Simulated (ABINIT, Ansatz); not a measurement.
# A GW chain in ABINIT: Cs2H6Pt (Fm-3m), part 2 of 3

How does a plane-wave GW calculation on Cs2H6Pt (Fm-3m) run from the first input to the gap?

ABINIT 10.8.3; LDA and many-body steps on it, plane waves. Known limits of the many-body steps: not at the basis limit; no spin polarisation; d states lean on the start; no spin-orbit coupling; coarse k mesh.

So far. Step 2 (Ground state): The gap is direct, at (0.500, 0.500, 0.000).

## 3. Bands along the symmetry lines

Level of this step: DFT, LDA, plane waves, norm-conserving pseudopotentials (ABINIT).

Levels along a band path, at the cheap level, show where the edges lie and whether the meshes to come will hold them.

Input file run.abi:

```
acell 3*1.0 Angstrom
rprim 
  0.000000000000 4.486174700000 4.486174700000
  4.486174700000 0.000000000000 4.486174700000
  4.486174700000 4.486174700000 0.000000000000
ntypat 3
znucl 55 1 78
natom 9
typat 1 1 2 2 2 2 2 2 3
xred 
  0.750000000000 0.750000000000 0.750000000000
  0.250000000000 0.250000000000 0.250000000000
  0.816861770000 0.816861770000 0.183138230000
  0.183138230000 0.816861770000 0.183138230000
  0.816861770000 0.183138230000 0.183138230000
  0.183138230000 0.183138230000 0.816861770000
  0.816861770000 0.183138230000 0.816861770000
  0.183138230000 0.816861770000 0.816861770000
  0.000000000000 0.000000000000 0.000000000000
pp_dirpath "pseudos"
pseudos "Cs.upf, H.upf, Pt.upf"
ecut 34
iscf -2
irdden 1
kptopt 0
nkpt 26
kpt 
  0.00000000 0.00000000 0.00000000
  0.12500000 0.00000000 0.12500000
  0.25000000 0.00000000 0.25000000
  0.37500000 0.00000000 0.37500000
  0.50000000 0.00000000 0.50000000
  0.53125000 0.06250000 0.53125000
  0.56250000 0.12500000 0.56250000
  0.59375000 0.18750000 0.59375000
  0.62500000 0.25000000 0.62500000
  0.37500000 0.37500000 0.75000000
  0.28125000 0.28125000 0.56250000
  0.18750000 0.18750000 0.37500000
  0.09375000 0.09375000 0.18750000
  0.00000000 0.00000000 0.00000000
  0.12500000 0.12500000 0.12500000
  0.25000000 0.25000000 0.25000000
  0.37500000 0.37500000 0.37500000
  0.50000000 0.50000000 0.50000000
  0.50000000 0.43750000 0.56250000
  0.50000000 0.37500000 0.62500000
  0.50000000 0.31250000 0.68750000
  0.50000000 0.25000000 0.75000000
  0.50000000 0.18750000 0.68750000
  0.50000000 0.12500000 0.62500000
  0.50000000 0.06250000 0.56250000
  0.50000000 0.00000000 0.50000000
istwfk *1
nband 28
nbdbuf 2
tolwfr 1e-08
nstep 40
prtwf 0
prtvol 0
indata_prefix "in"
outdata_prefix "out"
tmpdata_prefix "tmp"
```

On the command line:

```sh
$ OMP_NUM_THREADS=1 mpirun -n 4 abinit run.abi > log
```

Numbers of over 12 decimals in the logs are rounded to 6 here.

Output:

```text
.Version 10.8.3 of ABINIT. v10.8.2 released Aug 2026.

 Symmetries : space group Fm -3 m (#225); Bravais cF (face-center cubic)
[... echo of the input left out ...]
== DATASET  1 ==================================================================
-   mpi_nproc: 4, omp_nthreads: 1 (-1 if OMP is not activated)

--- !DatasetInfo
iteration_state: {dtset: 1, }
dimensions: {natom: 9, nkpt: 26, mband: 28, nsppol: 1, nspinor: 1, nspden: 1, mpw: 11618, }
cutoff_energies: {ecut:  34.0, pawecutdg:  -1.0, }
electrons: {nelect:   4.20000000E+01, charge:   0.00000000E+00, occopt:   1.00000000E+00, tsmear:   1.00000000E-02, }

 Real(R)+Recip(G) space primitive vectors, cartesian coordinates (Bohr,Bohr^-1):
 R(1)=  0.0000000  8.4776415  8.4776415  G(1)= -0.0589787  0.0589787  0.0589787
 R(2)=  8.4776415  0.0000000  8.4776415  G(2)=  0.0589787 -0.0589787  0.0589787
 R(3)=  8.4776415  8.4776415  0.0000000  G(3)=  0.0589787  0.0589787 -0.0589787
 Unit cell volume ucvol=  1.2185831E+03 bohr^3
 Angles (23,13,12)=  6.00000000E+01  6.00000000E+01  6.00000000E+01 degrees

 getcut: wavevector=  0.0000  0.0000  0.0000  ngfft=  64  64  64
         ecut(hartree)=     34.000   => boxcut(ratio)=   2.03369

--- Pseudopotential description ------------------------------------------------
- Cs Generated using ONCVPSP code by D. R. Hamann
- 55.00000   9.00000  201201                  znucl, zion, pspdat
12 -1012 3 -1 2328                            pspcod,pspxc,lmax,lloc,mmax
     nproj     2     2     2     2
  pspatm : epsatm=   21.68725381
         --- l  ekb(1:nproj) -->
             0    6.247599    0.778427
             1    6.343167    0.797067
             2    3.778962    0.917083
[...]
pspatm: atomic psp has been read  and splines computed

- H Generated using ONCVPSP code by D. R. Hamann
-  1.00000   1.00000  180309                  znucl, zion, pspdat
12 -1012 1 -1 1180                            pspcod,pspxc,lmax,lloc,mmax
     nproj     2     1     0     0
  pspatm : epsatm=    0.35439867
         --- l  ekb(1:nproj) -->
[...]
1   -0.275071
 pspatm: atomic psp has been read  and splines computed

- Pt Generated using ONCVPSP code by D. R. Hamann
- 78.00000  18.00000  180309                  znucl, zion, pspdat
12 -1012 3 -1 1340                            pspcod,pspxc,lmax,lloc,mmax
     nproj     2     2     2     2
  pspatm : epsatm=   26.53268550
         --- l  ekb(1:nproj) -->
[...]
pspatm: atomic psp has been read  and splines computed

--------------------------------------------------------------------------------

================================================================================
 prteigrs : about to open file out_EIG
 Non-SCF case, kpt    1 (  0.00000  0.00000  0.00000), residuals and eigenvalues=
  6.51E-09  3.94E-09  5.06E-09  5.77E-09  7.08E-09  9.29E-09  5.45E-09  8.43E-09
[...]
Non-SCF case, kpt   26 (  0.50000  0.00000  0.50000), residuals and eigenvalues=
[...]
-1.4421E-01 -1.3460E-01 -1.2959E-01 -2.1451E-02 -1.8862E-02 -1.8862E-02
 -1.4481E-02  1.2352E-02  1.2352E-02  1.4537E-01  2.1054E-01  2.1620E-01
[...]
--- !ResultsGS
iteration_state: {dtset: 1, }
comment   : Summary of ground state results
lattice_vectors:
- [  0.0000000,   8.4776415,   8.4776415, ]
- [  8.4776415,   0.0000000,   8.4776415, ]
- [  8.4776415,   8.4776415,   0.0000000, ]
lattice_lengths: [  11.98920,   11.98920,   11.98920, ]
lattice_angles: [ 60.000,  60.000,  60.000, ] # degrees, (23, 13, 12)
lattice_volume:   1.2185831E+03
convergence: {deltae:  0.000E+00, res2:  0.000E+00, residm:  9.996E-09, diffor:  0.000E+00, }
etotal    :  -1.81148041E+02
entropy   :   0.00000000E+00
fermie    :   1.23520712E-02
cartesian_stress_tensor: null
pressure_GPa: null
xred      :
- [  7.5000E-01,   7.5000E-01,   7.5000E-01, Cs]
- [  2.5000E-01,   2.5000E-01,   2.5000E-01, Cs]
- [  8.1686E-01,   8.1686E-01,   1.8314E-01,  H]
- [  1.8314E-01,   8.1686E-01,   1.8314E-01,  H]
- [  8.1686E-01,   1.8314E-01,   1.8314E-01,  H]
- [  1.8314E-01,   1.8314E-01,   8.1686E-01,  H]
- [  8.1686E-01,   1.8314E-01,   8.1686E-01,  H]
- [  1.8314E-01,   8.1686E-01,   8.1686E-01,  H]
- [  0.0000E+00,   0.0000E+00,   0.0000E+00, Pt]
cartesian_forces: null
force_length_stats: {min: null, max: null, mean: null, }

 Integrated electronic density in atomic spheres:
 ------------------------------------------------
 Atom  Sphere_radius  Integrated_density
[...]
================================================================================

 ----iterations are completed or convergence reached----

 Mean square residual over all n,k,spin=   68.919E-10; max=  99.960E-10
 reduced coordinates (array xred) for    9 atoms
[...]
0.183138230000      0.816861770000      0.816861770000
       0.000000000000      0.000000000000      0.000000000000

 cartesian coordinates (angstrom) at end:
[...]
length scales=  1.889726125908  1.889726125908  1.889726125908 bohr
              =  1.000000000000  1.000000000000  1.000000000000 angstroms
 prteigrs : about to open file out_EIG
 Eigenvalues (hartree) for nkpt=  26  k points:
 kpt#   1, nband= 28, wtk=  1.00000, kpt=  0.0000  0.0000  0.0000 (reduced coord)
[...]
kpt#   2, nband= 28, wtk=  1.00000, kpt=  0.1250  0.0000  0.1250 (reduced coord)
[...]
kpt#   3, nband= 28, wtk=  1.00000, kpt=  0.2500  0.0000  0.2500 (reduced coord)
[...]
kpt#  25, nband= 28, wtk=  1.00000, kpt=  0.5000  0.0625  0.5625 (reduced coord)
[...]
0.23284    0.25650    0.26463    0.26815
 kpt#  26, nband= 28, wtk=  1.00000, kpt=  0.5000  0.0000  0.5000 (reduced coord)
[...]
-0.23669   -0.21788   -0.21788   -0.21573   -0.14421   -0.13460   -0.12959   -0.02145
  -0.01886   -0.01886   -0.01448    0.01235    0.01235    0.14537    0.21054    0.21620
   0.24337    0.25572    0.25572    0.26629

== END DATASET(S) ==============================================================
================================================================================

 -outvars: echo values of variables after computation  --------
            nband          28
             nkpt          26
          spgroup         225
 [... the other variables as echoed above ...]

 Calculation completed.
```

It took 71 s on 4 MPI ranks of Arm Neoverse V1, shared host; peak memory 0.48 GiB.

This step gave:

```yaml
gap: 3.620 eV
k_of_the_valence_top: 0.5, 0, 0.5
k_of_the_conduction_bottom: 0.5, 0, 0.5
least_direct_gap: 3.620 eV
```

The gap is 3.620 eV, as in the run before at this level.

The electronic bands at the labelled points (eV, zero at the top of the highest filled band):

```csv
point,band 18,band 19,band 20,band 21,band 22,band 23,band 24,band 25
Γ,-0.79,-0.53,-0.53,-0.53,4.14,4.66,4.66,7.65
X,-0.85,-0.73,0.00,0.00,3.62,5.39,5.55,6.29
U,-0.84,-0.51,-0.14,-0.05,3.79,5.38,5.58,5.87
jump to K,-0.84,-0.51,-0.14,-0.05,3.79,5.38,5.58,5.87
Γ,-0.79,-0.53,-0.53,-0.53,4.14,4.66,4.66,7.65
L,-0.82,-0.49,-0.22,-0.22,4.89,4.89,5.42,5.94
W,-0.85,-0.33,-0.33,-0.01,3.76,5.35,5.72,5.72
X,-0.85,-0.73,0.00,0.00,3.62,5.39,5.55,6.29
```

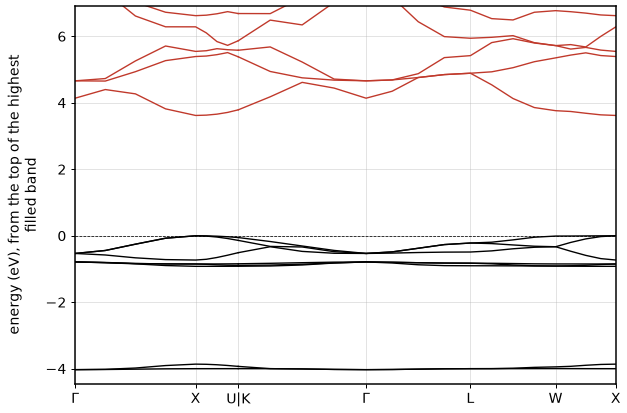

Electronic bands along the path; lines of filled and empty bands in two colours.

## 4. Empty states on the mesh, 2×2×2 mesh, 344 bands

The sums over transitions need many empty states on a uniform mesh; this step solves for them.

Input file run.abi:

```
acell 3*1.0 Angstrom
rprim 
  0.000000000000 4.486174700000 4.486174700000
  4.486174700000 0.000000000000 4.486174700000
  4.486174700000 4.486174700000 0.000000000000
ntypat 3
znucl 55 1 78
natom 9
typat 1 1 2 2 2 2 2 2 3
xred 
  0.750000000000 0.750000000000 0.750000000000
  0.250000000000 0.250000000000 0.250000000000
  0.816861770000 0.816861770000 0.183138230000
  0.183138230000 0.816861770000 0.183138230000
  0.816861770000 0.183138230000 0.183138230000
  0.183138230000 0.183138230000 0.816861770000
  0.816861770000 0.183138230000 0.816861770000
  0.183138230000 0.816861770000 0.816861770000
  0.000000000000 0.000000000000 0.000000000000
pp_dirpath "pseudos"
pseudos "Cs.upf, H.upf, Pt.upf"
ecut 34
ngkpt 2 2 2
nshiftk 1
shiftk 0 0 0
kptopt 1
chksymbreak 0
iscf -2
irdden 1
istwfk *1
nband 344
nbdbuf 30
tolwfr 1e-09
nstep 60
prtvol 0
indata_prefix "in"
outdata_prefix "out"
tmpdata_prefix "tmp"
```

Output:

```text
.Version 10.8.3 of ABINIT. v10.8.2 released Aug 2026.

 Symmetries : space group Fm -3 m (#225); Bravais cF (face-center cubic)
[... echo of the input left out ...]
== DATASET  1 ==================================================================
-   mpi_nproc: 4, omp_nthreads: 1 (-1 if OMP is not activated)
-    --> not optimal distribution: autoparal keyword recommended in input file <--

--- !DatasetInfo
iteration_state: {dtset: 1, }
dimensions: {natom: 9, nkpt: 3, mband: 344, nsppol: 1, nspinor: 1, nspden: 1, mpw: 11618, }
cutoff_energies: {ecut:  34.0, pawecutdg:  -1.0, }
electrons: {nelect:   4.20000000E+01, charge:   0.00000000E+00, occopt:   1.00000000E+00, tsmear:   1.00000000E-02, }

 Real(R)+Recip(G) space primitive vectors, cartesian coordinates (Bohr,Bohr^-1):
 R(1)=  0.0000000  8.4776415  8.4776415  G(1)= -0.0589787  0.0589787  0.0589787
 R(2)=  8.4776415  0.0000000  8.4776415  G(2)=  0.0589787 -0.0589787  0.0589787
 R(3)=  8.4776415  8.4776415  0.0000000  G(3)=  0.0589787  0.0589787 -0.0589787
 Unit cell volume ucvol=  1.2185831E+03 bohr^3
 Angles (23,13,12)=  6.00000000E+01  6.00000000E+01  6.00000000E+01 degrees

 getcut: wavevector=  0.0000  0.0000  0.0000  ngfft=  64  64  64
         ecut(hartree)=     34.000   => boxcut(ratio)=   2.03369

--- Pseudopotential description ------------------------------------------------
- Cs Generated using ONCVPSP code by D. R. Hamann
- 55.00000   9.00000  201201                  znucl, zion, pspdat
12 -1012 3 -1 2328                            pspcod,pspxc,lmax,lloc,mmax
     nproj     2     2     2     2
  pspatm : epsatm=   21.68725381
         --- l  ekb(1:nproj) -->
             0    6.247599    0.778427
             1    6.343167    0.797067
             2    3.778962    0.917083
[...]
pspatm: atomic psp has been read  and splines computed

- H Generated using ONCVPSP code by D. R. Hamann
-  1.00000   1.00000  180309                  znucl, zion, pspdat
12 -1012 1 -1 1180                            pspcod,pspxc,lmax,lloc,mmax
     nproj     2     1     0     0
  pspatm : epsatm=    0.35439867
         --- l  ekb(1:nproj) -->
[...]
1   -0.275071
 pspatm: atomic psp has been read  and splines computed

- Pt Generated using ONCVPSP code by D. R. Hamann
- 78.00000  18.00000  180309                  znucl, zion, pspdat
12 -1012 3 -1 1340                            pspcod,pspxc,lmax,lloc,mmax
     nproj     2     2     2     2
  pspatm : epsatm=   26.53268550
         --- l  ekb(1:nproj) -->
[...]
pspatm: atomic psp has been read  and splines computed

--------------------------------------------------------------------------------

================================================================================
 prteigrs : about to open file out_EIG
 Non-SCF case, kpt    1 (  0.00000  0.00000  0.00000), residuals and eigenvalues=
[...]
-3.5496E+00 -1.8603E+00 -1.8603E+00 -1.8603E+00 -7.1252E-01 -7.0935E-01
 -2.3258E-01 -2.3258E-01 -2.3258E-01 -2.1960E-01 -2.1960E-01 -2.1960E-01
 -1.6336E-01 -1.3570E-01 -1.3570E-01 -1.6585E-02 -1.6585E-02 -1.6585E-02
[...]
2.8710E+00  2.8710E+00  2.8853E+00  2.8853E+00  2.8854E+00  2.8874E+00
  2.8875E+00  2.8876E+00  2.8884E+00  2.8919E+00  2.8921E+00  2.8933E+00
  2.9124E+00  2.9196E+00
 prteigrs : prtvol=0 or 1, do not print more k-points.

--- !ResultsGS
iteration_state: {dtset: 1, }
comment   : Summary of ground state results
lattice_vectors:
- [  0.0000000,   8.4776415,   8.4776415, ]
- [  8.4776415,   0.0000000,   8.4776415, ]
- [  8.4776415,   8.4776415,   0.0000000, ]
lattice_lengths: [  11.98920,   11.98920,   11.98920, ]
lattice_angles: [ 60.000,  60.000,  60.000, ] # degrees, (23, 13, 12)
lattice_volume:   1.2185831E+03
convergence: {deltae:  0.000E+00, res2:  0.000E+00, residm:  9.993E-10, diffor:  0.000E+00, }
etotal    :  -1.81148041E+02
entropy   :   0.00000000E+00
fermie    :   1.23520712E-02
cartesian_stress_tensor: null
pressure_GPa: null
xred      :
- [  7.5000E-01,   7.5000E-01,   7.5000E-01, Cs]
- [  2.5000E-01,   2.5000E-01,   2.5000E-01, Cs]
- [  8.1686E-01,   8.1686E-01,   1.8314E-01,  H]
- [  1.8314E-01,   8.1686E-01,   1.8314E-01,  H]
- [  8.1686E-01,   1.8314E-01,   1.8314E-01,  H]
- [  1.8314E-01,   1.8314E-01,   8.1686E-01,  H]
- [  8.1686E-01,   1.8314E-01,   8.1686E-01,  H]
- [  1.8314E-01,   8.1686E-01,   8.1686E-01,  H]
- [  0.0000E+00,   0.0000E+00,   0.0000E+00, Pt]
cartesian_forces: null
force_length_stats: {min: null, max: null, mean: null, }

 Integrated electronic density in atomic spheres:
 ------------------------------------------------
 Atom  Sphere_radius  Integrated_density
[...]
================================================================================

 ----iterations are completed or convergence reached----

 Mean square residual over all n,k,spin=   45.781E-11; max=  99.930E-11
 reduced coordinates (array xred) for    9 atoms
[...]
0.183138230000      0.816861770000      0.816861770000
       0.000000000000      0.000000000000      0.000000000000

 cartesian coordinates (angstrom) at end:
    1      6.729262     6.729262     6.729262
    2      2.243087     2.243087     2.243087
    3      4.486175     4.486175     7.329169
[...]
8      7.329169     4.486175     4.486175
    9      0.000000     0.000000     0.000000
 length scales=  1.889726125908  1.889726125908  1.889726125908 bohr
              =  1.000000000000  1.000000000000  1.000000000000 angstroms
 prteigrs : about to open file out_EIG
 Eigenvalues (hartree) for nkpt=   3  k points:
 kpt#   1, nband=344, wtk=  0.12500, kpt=  0.0000  0.0000  0.0000 (reduced coord)
[...]
2.84080    2.87096    2.87097    2.87099    2.88528    2.88529    2.88541    2.88743
   2.88753    2.88763    2.88836    2.89186    2.89206    2.89328    2.91243    2.91958
 prteigrs : prtvol=0 or 1, do not print more k-points.

== END DATASET(S) ==============================================================
================================================================================

 -outvars: echo values of variables after computation  --------
            nband         344
             nkpt           3
          spgroup         225
 [... the other variables as echoed above ...]

 Calculation completed.
```

The job ended after 5.6 min (4 MPI ranks; peak memory 0.58 GiB; 22 min of CPU time).

This step gave:

* gap: 3.620 eV
* k of the valence top: 0.5, 0.5, 0
* k of the conduction bottom: 0.5, 0.5, 0
* least direct gap: 3.620 eV
* k points computed: 3
* lowest point of the top converged band, above the valence top: 73.8253 eV

On this mesh the gap is 3.620 eV.

## 5. Screening, 2×2×2 mesh, 314 bands, screening to 176.9 eV

The RPA dielectric matrix is built and inverted for each q.

This step: RPA screening on LDA, plane waves, norm-conserving pseudopotentials.

run.abi, as its differences from that of step 4:

```diff
@@ -27,10 +27,11 @@
 chksymbreak 0
-iscf -2
-irdden 1
 istwfk *1
-nband 344
-nbdbuf 30
-tolwfr 1e-09
-nstep 60
-prtvol 0
+occopt 1
+irdwfk 1
+optdriver 3
+nband 314
+ecuteps 6.5
+inclvkb 2
+awtr 1
+symchi 1
 indata_prefix "in"
```

Output:

```text
.Version 10.8.3 of ABINIT. v10.8.2 released Aug 2026.

 Symmetries : space group Fm -3 m (#225); Bravais cF (face-center cubic)
[... echo of the input left out ...]
== DATASET  1 ==================================================================
-   mpi_nproc: 4, omp_nthreads: 1 (-1 if OMP is not activated)

--- !DatasetInfo
iteration_state: {dtset: 1, }
dimensions: {natom: 9, nkpt: 3, mband: 314, nsppol: 1, nspinor: 1, nspden: 1, mpw: 11618, }
cutoff_energies: {ecut:  34.0, pawecutdg:  -1.0, }
electrons: {nelect:   4.20000000E+01, charge:   0.00000000E+00, occopt:   1.00000000E+00, tsmear:   1.00000000E-02, }

 SCREENING: Calculation of the susceptibility and dielectric matrices

 Based on a program developped by R.W. Godby, V. Olevano, G. Onida, and L. Reining.
 Incorporated in ABINIT by V. Olevano, G.-M. Rignanese, and M. Torrent.
.Using double precision arithmetic ; gwpc =  8

[... cell and pseudopotentials left out ...]
--------------------------------------------------------------------------------

 ==== K-mesh for the wavefunctions ====
 Number of points in the irreducible wedge :     3
[... list of points left out ...]
 Together with 48 symmetry operations and time-reversal symmetry
 yields     8 points in the full Brillouin Zone.

 ==== Q-mesh for the screening function ====
 Number of points in the irreducible wedge :     3
[... list of points left out ...]
 Together with 48 symmetry operations and time-reversal symmetry
 yields     8 points in the full Brillouin Zone.

 setmesh: FFT mesh size selected  =    45x   45x   45
          total number of points  =        91125

 vcoul_init : cutoff-mode = AUXILIARY_FUNCTION
 q-points for optical limit:   1
     1)      0.000010    0.000020    0.000030

- screening: taking advantage of time-reversal symmetry
- Maximum band index for partially occupied states nbvw = 21
- Remaining bands to be divided among processors   nbcw = 293
- Number of bands treated by each node ~73

 Number of electrons calculated from density =   42.0000; Expected =   42.0000
 average of density, n =  0.034466
 r_s =    1.9062
 omega_plasma =   17.9082 [eV]

 calculating chi0 at frequencies [eV] :
  1    0.000000E+00    0.000000E+00
  2    0.000000E+00    1.790823E+01

--------------------------------------------------------------------------------
  q-point number  1        q = ( 0.000000, 0.000000, 0.000000) [r.l.u.]
--------------------------------------------------------------------------------
[... chi0 elements left out ...]
 For q-point:  0.000010 0.000020 0.000030
  dielectric constant =   2.7691
  dielectric constant without local fields =   3.5985

  Average fulfillment of the sum rule on Im[epsilon] for q-point    1 :     86.47  [%]
[... wings left out ...]
  q-point number  2        q = ( 0.500000, 0.000000, 0.000000) [r.l.u.]
--------------------------------------------------------------------------------
[... chi0 elements left out ...]
  Average fulfillment of the sum rule on Im[epsilon] for q-point    2 :     90.75  [%]

 [... 1 further q-points ...]
```

Wall time 2.1 min (4 MPI ranks); peak memory 3.1 GiB.

This step gave:

* ε∞ with local fields, on this mesh, along the program's q direction: 2.769
* the same without local fields: 3.599
* plasma frequency: 17.91 eV
* plane waves in the screening matrix: 941

Local fields lower ε∞ by 23 %. On a Γ-centred mesh this coarse the value itself is usually too large, while a short band sum pulls it down.

(Continued in part 3 of 3.)

[Paths, hosts, dates, memory and timing lines, banners, echoed tables and standing remarks are left out of the program output.]

[Logs are printed without paths, hosts, clocks, repeated set-up lines and the standing remarks that a program may print on its own settings, such as how far it seeks lower states.]

[Runs of the session that timed out or met a known fault of the program may be left out.]

[Hosts, paths, dates, database ids (printed as entryN), source tags and the programs' standing remarks are cut or masked in the printed files.]

[G0W0 gaps are taken among the corrected bands and points alone; a level outside them can change the order at an edge.]

[Where Ansatz stands beside ABINIT at settings called matched, ABINIT's density can come from a denser mesh and the files from another edition; pairs whose starting gaps differed by over 0.03 eV were left out, so agreement reads better than it is.]
